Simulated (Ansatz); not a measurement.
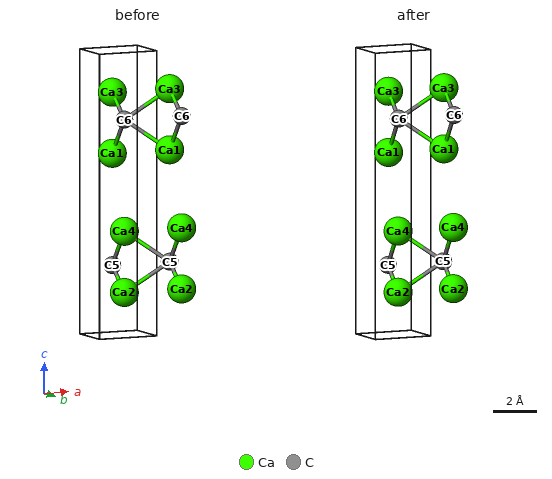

The structure of a crystal of Ca2C (built on the 2H molybdenite_194 type) before (left) and after (right) a relaxation, at one scale.

A ball-and-stick model of the reduced cell, repeated 2 × 1 × 1 with one cell outlined, seen from a free direction. Lengths and directions refer to the drawn axes.

Case: the structure that the rattled 2H molybdenite type (P6_3/mmc, No. 194) fell into.

Method: Ansatz 0.2.0, DFT PBE, scalar-relativistic, plane waves, PAW.

Input file:
```yaml
crystal:
  lattice:
    - [3.4940733068, 0.0, 0.0]
    - [0.0, 13.3506409041, 0.0]
    - [-1.5644702236, 0.0, 3.2949586403]
  atoms:
    - { symbol: Ca, position: [0.6718860428, 0.3572692028, 0.3051834675] }
    - { symbol: Ca, position: [0.3281139572, 0.8572692028, 0.6948165325] }
    - { symbol: Ca, position: [0.6718860428, 0.1427307972, 0.3051834675] }
    - { symbol: Ca, position: [0.3281139572, 0.6427307972, 0.6948165325] }
    - { symbol: C, position: [0.663986482, 0.75, 0.3271279623] }
    - { symbol: C, position: [0.336013518, 0.25, 0.6728720377] }
basis:
  ecutwfc: 420
kpoints:
  mp_grid: { grid: [12, 4, 12] }
hamiltonian:
  xc: pbe
scf:
  occupations: { method: gaussian, width: 0.1 }
output:
  forces: true
  stress: true
  eigenvalues: true
  write_density: true
  write_potential: true
  elf: true
  volumetric_format: npy
relax:
  adjacent_minimum: "off"
  f_tol: 0.01
  max_steps: 80
  cell: { stress_tol: 0.05 }
```

Command:
```bash
ansatz run input.yaml --threads 1 --pin off --max-ram 2560MiB --backend cpu --events-out ev --progress --plain --runs-dir out
```

Q: What changed between the two?

A: The energy falls by 7.9 meV per cell of the calculation in 6 accepted moves (8 points after the start). Largest force component: 0.016 eV/Å at the start, 0.0018 eV/Å at the end. Pressure: −0.03 GPa at the start and 0.01 GPa at the end. The SCF was repeated twice at an unchanged geometry on a basis and grid sized afresh for the cell, which shifted the energy by 0.7 meV per cell of the calculation at most. The largest moves relative to the cell, 0.054 Å, are those of Ca1, Ca2, Ca3 and Ca4. Ca3 goes roughly along +a. Largest moves by element: Ca 0.054 Å, C 0.016 Å. The drawn cell changes as follows: a 3.494 → 3.452 Å (−1.2 %), b 3.648 → 3.743 Å (+2.6 %), c 13.351 → 13.409 Å (+0.4 %), γ 115.4° → 117.3°; the volume changes by +0.1 %. Some distances before and after: Ca1–Ca1 3.494 → 3.452 Å. Among the angles between lasting bonds that change: Ca1–C6–Ca3 130.9° → 135.5°, C6–Ca3–C6 91.3° → 94.6°, Ca1–C6–Ca1 91.3° → 94.6°. The space group stays P2_1/m (No. 11). The run took 3.9 min on 1 thread of Intel(R) Xeon(R) 6975P-C (Granite Rapids) (shared host), peak memory 0.95 GiB.
